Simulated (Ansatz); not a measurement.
The starting structures come from a database of crystals and need not be the phases stable at ambient conditions.

 Where the default PAW files enter, the runs use the earlier of Ansatz's two default sets.

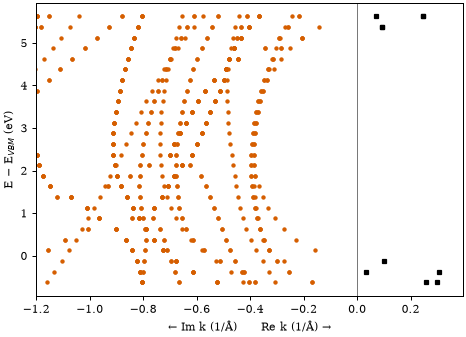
Fig. 1. Complex bands at the centre of the two-dimensional zone; Ansatz (a program for electronic structure) with r2SCAN

The gap is the functional's own. No spin-orbit coupling. Mid-gap values are interpolated on the energy grid.

Problem. This is Si3N4 (P31c, not sure to be the ambient phase, 28 atoms a cell, 10.4 Å³ an atom) along the normal of (001). Read off the slowest decay at the centre of the two-dimensional zone at 2.62 eV, the computed energy nearest the middle of the gap.

Solution. κ ≈ 0.39 1/Å, a decay length 1/(2κ) of the density of 1.3 Å.
